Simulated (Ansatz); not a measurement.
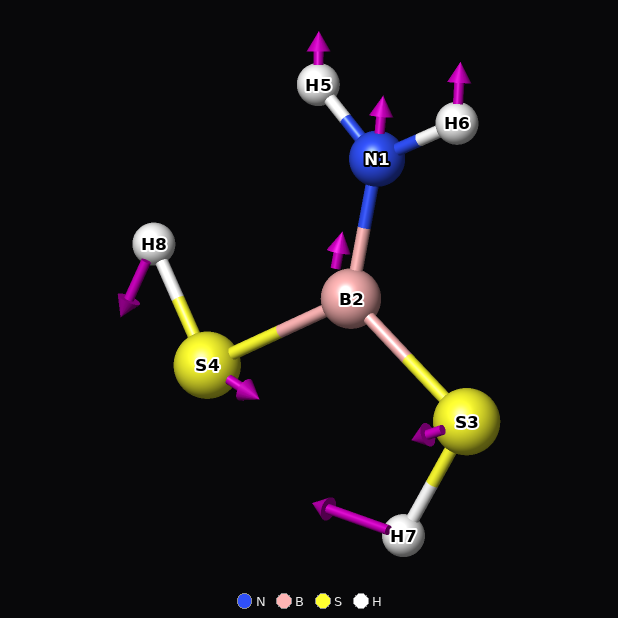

The arrows show one normal mode. Harmonic vibrations computed with RKS PBE0-D4/def2-TZVP (Ansatz 0.2.0) at a stationary point of the same level.

> What kind of motion is it?

Mostly S–B–S bending.

> Estimate its harmonic wavenumber.

224 cm⁻¹; it is mode 2 of 18 counted from the lowest.
